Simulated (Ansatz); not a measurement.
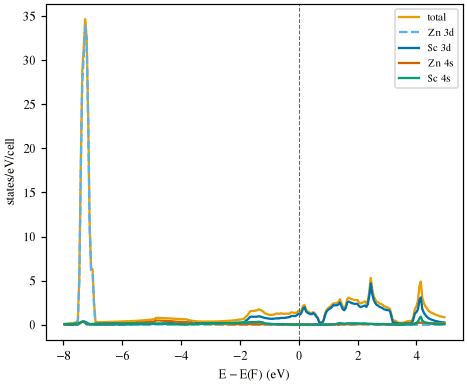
Figure. Total and projected density of states of ScZn (CsCl type, space group No. 221), r²SCAN (plane waves, PAW; program Ansatz)

Q: Which orbitals carry the states next to the Fermi level?

A: Within 0.5 eV of the Fermi level: Sc 3d 79 %, outside the projected shells 17 %. Projections are on Löwdin-orthogonalised atomic valence shells; empty p or d shells of many metals are not among them.

Q: Where is the tallest occupied peak in this window, and what makes it?

A: Near -7.2 eV, about 35 states/eV per cell; the largest projected share is Zn 3d.

Space group Pm-3m (CsCl type). The workflow started from a Materials Project entry (that database holds measured and hypothetical structures alike); the Crystallography Open Database files this formula in space group No. 221, but the cells were not matched. Its standing as an ambient phase is unchecked. The r²SCAN relaxation kept the symmetry of its start; its stability against distortions is not shown here. No spin polarisation was allowed.

Potentials: the later of the program's two PAW sets.
